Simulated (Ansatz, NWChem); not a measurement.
**CClF3 (SMILES FC(F)(F)Cl): methods side by side**

The species is CClF3 (5 atoms), meant as a singlet with charge 0. As SMILES, `FC(F)(F)Cl`. The shape is that of a PBE0-D4/def2-TZVP optimisation.

```xyz
5

F     0.2137    0.0191    1.3261
C    -0.0022   -0.0825    0.0261
F    -1.2496   -0.4746   -0.1671
F     0.8117   -0.9990   -0.4685
Cl    0.2763    1.4633   -0.7580
```

Each level gives the energy change with the C2–Cl5 bond stretched from 1.756 to 3.160 Å (eV). The values are calculated.

```tsv
level	kind	program	value (eV)	CPU time (all runs)
SVWN5/def2-SVPD (restricted)	LDA	NWChem	3.72	2.1 min
revPBE/def2-SVPD (restricted)	GGA	Ansatz	3.06	18 s
r2SCAN/def2-SVPD (restricted)	meta-GGA	Ansatz	3.61	34 s
M06-2X/def2-SVPD (restricted)	hybrid meta-GGA	NWChem	4.35	2.5 min
wB97M-V/def2-SVPD (restricted)	range-separated hybrid	Ansatz	4.30	2.7 min
B2PLYP/def2-SVPD (restricted)	double hybrid	NWChem	3.63	1.9 min
RPA@PBE/def2-SVPD (restricted)	RPA	Ansatz	3.08	41 s
CCSD/def2-SVPD (restricted)	coupled cluster or CI	Ansatz	3.85	100 s
```

The first shape isn't each level's own minimum. The values span 3.06 to 4.35 eV. Times are those of the runs behind each value, whatever else they computed, on shared processors of several kinds: orders of magnitude only.

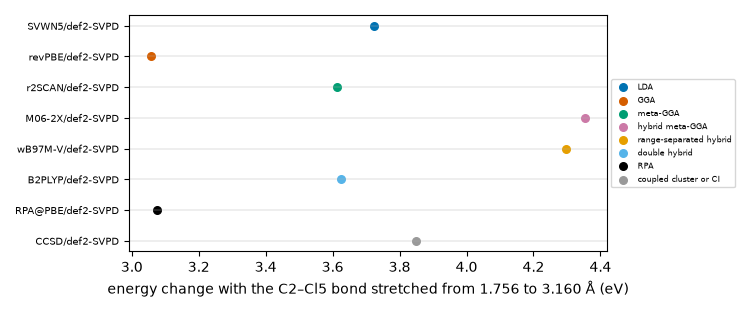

The values of the table, level by level.
